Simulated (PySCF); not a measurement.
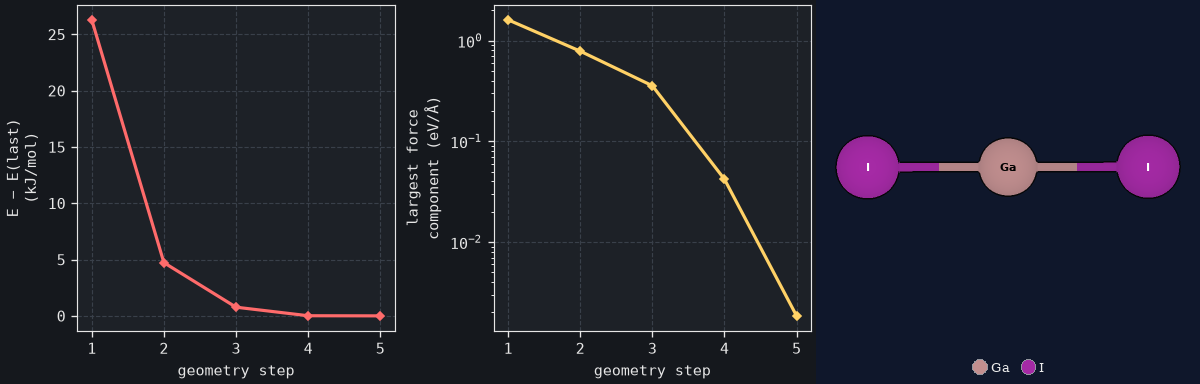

Beside the plot: the molecule at the start.

History of a geometry optimisation. GaI2 molecule (charge +1); RKS-based PBE0, Ga def2-TZVP, I def2-TZVP with ECP28; non-relativistic Hamiltonian with scalar-relativistic core potentials; density fitting (PySCF 2.14.0). The start has point group D∞h, which is kept. A held symmetry can leave a saddle point.

The optimisation met its thresholds at geometry 5, counting the start as the first. The energy fell by about 26 kJ/mol from the first step to the last. The largest force component goes from about 1.6 eV/Å at the start to 1.8 × 10⁻³ eV/Å at the end.
